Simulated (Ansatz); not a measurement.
## Electronic structure of HNOSi (SMILES N#[Si]O) in real space

Input

```
crystal:
  periodic: [false, false, false]
  atoms:
    - {symbol: "N", position_ang: [-2.675115, 1.309021, -2.397686]}
    - {symbol: O, position_ang: [-0.341319, -0.795101, -3.060583]}
    - {symbol: Si, position_ang: [-1.511669, 0.300674, -2.702732]}
    - {symbol: H, position_ang: [-0.594470, -1.556650, -3.608250]}
basis:
  gaussian:
    orbitals: def2-TZVPD
output: {forces: true, orbitals: {seedname: orbitals}}
hamiltonian:
  xc: {name: PBE0}
```

Launched as:

```sh
ansatz run input.yaml --threads 1 --pin off --max-ram 2610MiB --events-out events.jsonl --progress --plain --runs-dir runs
```

Geometry: B3LYP/6-31G*.

All numbers below come from isolated molecule in a Gaussian basis; Kohn-Sham density functional theory, functional PBE0 (Ansatz 0.2.0).

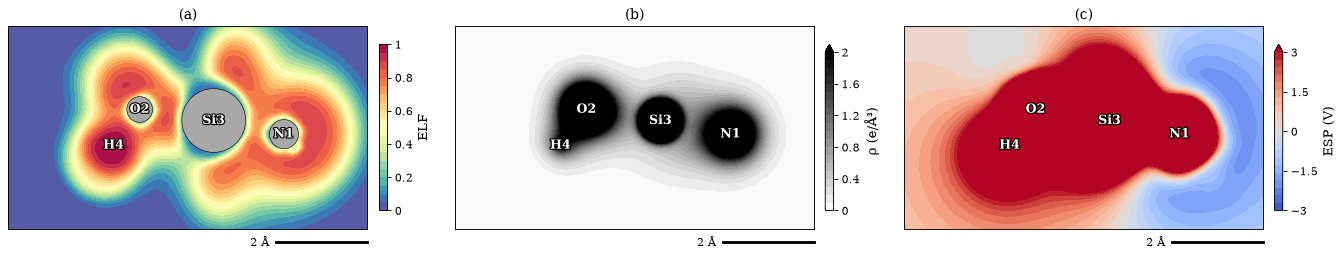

Figure 1. (a) electron localisation function; (b) electron density; (c) molecular electrostatic potential on the molecular plane. Grey discs cover the atomic cores in the ELF map.

Q: Describe what can be read from this map.

A: The section cuts through N, O, Si and H sites.
Si–N (1.57 Å): the density is about 1.2 e/Å³ at the midpoint; the ELF peaks at about 0.70 in the valence shell of N, 0.6 Å from its nucleus, and is about 0.50 at the midpoint.
Si–O (1.64 Å): ρ at the midpoint is about 1.2 e/Å³; the ELF peaks at about 0.85 between the atoms (a polar covalent bond).
O–H (0.97 Å): ρ is about 3.7 e/Å³ halfway; the ELF climbs to about 1 towards the hydrogen, as it does in any bond to H: a covalent bond by its length.
The ELF also peaks beside N1, O2 and Si3, away from the bonds: lone-pair regions.
Outside the dense part of the molecule the potential is most negative (−2.0 V) near N1.

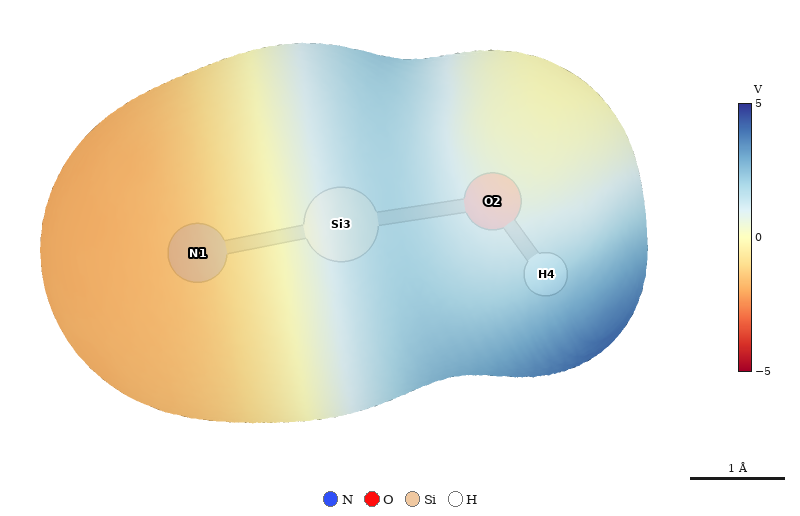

Figure 2. The electrostatic potential painted on the density surface at 0.002 e/bohr³, seen across its widest extent; red is negative and blue positive.

Q: Describe the electrostatic potential map.

A: The most negative region (about −1.9 V) lies over N1, the most positive (about +4.0 V) over H4. N1 is the likeliest acceptor of a hydrogen bond.

Q: How polar is the molecule by this calculation?

A: Its dipole moment is 5.20 D.

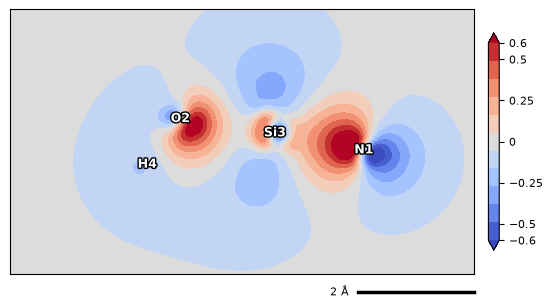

Figure 3. The LUMO on the molecular plane (values in Å⁻³ᐟ²; the overall sign is arbitrary).

Q: Describe this orbital and give its energy.

A: Its weight (Hirshfeld) is mainly on Si3 (about 55 %), N1 (about 25 %), O2 (about 10 %) and H4 (about 5 %); it is symmetric in the molecular plane (an in-plane orbital: σ, lone-pair or in-plane π type). Its energy is −3.19 eV.

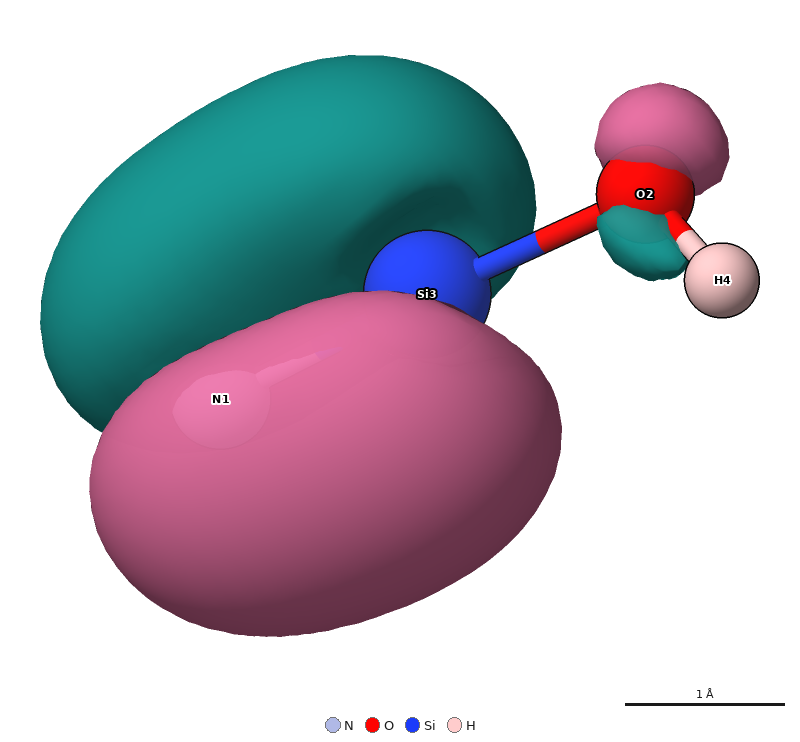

Figure 4. The HOMO−1 at ±0.1 Å⁻³ᐟ² (teal and pink are the two phases), seen at a tilt.

Q: Where does this orbital lie, and at what energy?

A: It lies mainly on N1 (about 60 %) and Si3 (about 35 %); it is symmetric in the molecular plane (an in-plane orbital: σ, lone-pair or in-plane π type). Its energy is −7.55 eV.
